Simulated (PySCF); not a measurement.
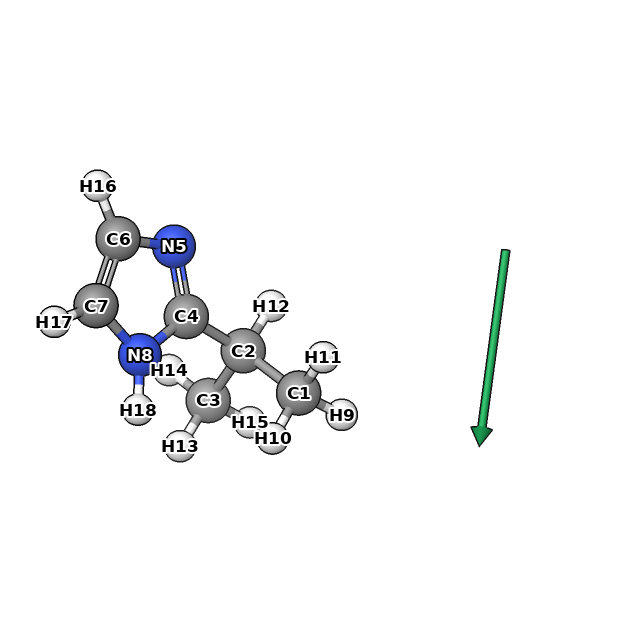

The arrow beside the molecule shows the direction of the dipole moment, from the negative to the positive end (its length means nothing). The geometry was computed by an optimisation with GFN2-xTB. No frequency run is at hand to confirm it as a minimum. Level of theory: CAM-B3LYP/def2-SVPD, gas phase (PySCF 2.14.0).

How large is the dipole moment?

Answer. 3.50 D; it points from the side of H16 to the side of H10, H13, H18 (the outermost atoms at the two ends).
